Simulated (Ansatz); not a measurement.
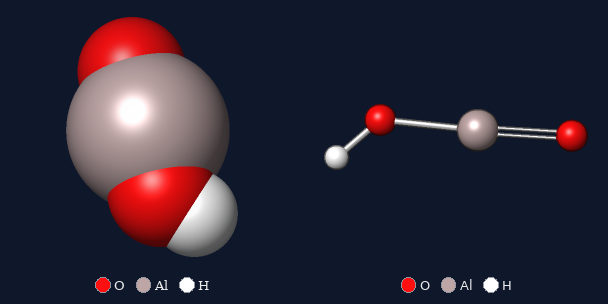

Both panels show the same species.

Computed geometry: PBE0-D4/def2-TZVP optimisation.

Question: Which formula does it have?

Answer: AlHO2, 4 atoms: 1 aluminium, 1 hydrogen and 2 oxygen.

Question: What is its SMILES?

Answer: [O]=[Al][OH]

Question: Count the bonded pairs by element.

Answer: 2 Al–O, 1 O–H.

More results for the same structure follow; atom numbers are the same in all pictures, views and colours differ.

## Electronic properties

Method: RKS HSE06 (plane-wave form)-D4/def2-TZVPP (Ansatz 0.2.0).

What does the calculation give?

- HOMO energy (Kohn–Sham orbital): −7.11 eV
- LUMO energy (Kohn–Sham orbital): −2.66 eV
- HOMO–LUMO gap: 4.45 eV

## Vibrations

Harmonic vibrations computed with RKS PBE0-D4/def2-TZVP (Ansatz 0.2.0) at a stationary point of the same level.

Question: How many vibrational modes are there, and where do they lie?

Answer: 6 modes: 207, 217, 475, 783, 1190, 3990 cm⁻¹.

## Charges

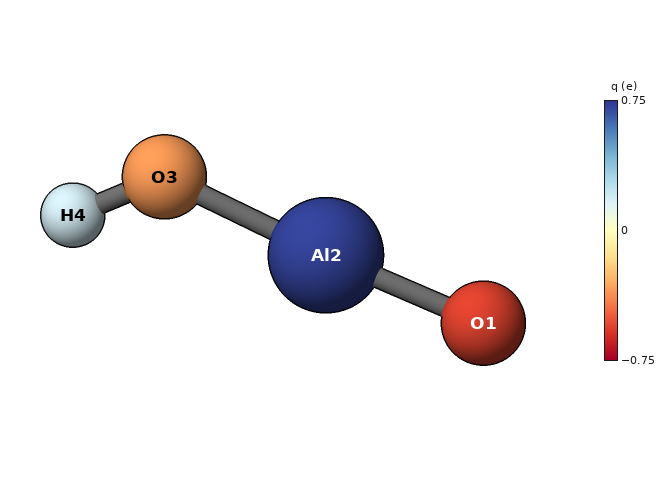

Atoms are coloured by their Mulliken charges. Method: RKS ωB97M-V/def2-TZVPP (Ansatz 0.2.0).

List the Mulliken charges.

```json
{"atom": "O1", "value (e)": "−0.55"}
{"atom": "Al2", "value (e)": "0.71"}
{"atom": "O3", "value (e)": "−0.34"}
{"atom": "H4", "value (e)": "0.18"}
```

Mulliken values depend strongly on the basis set and can even reverse the polarity of a bond.
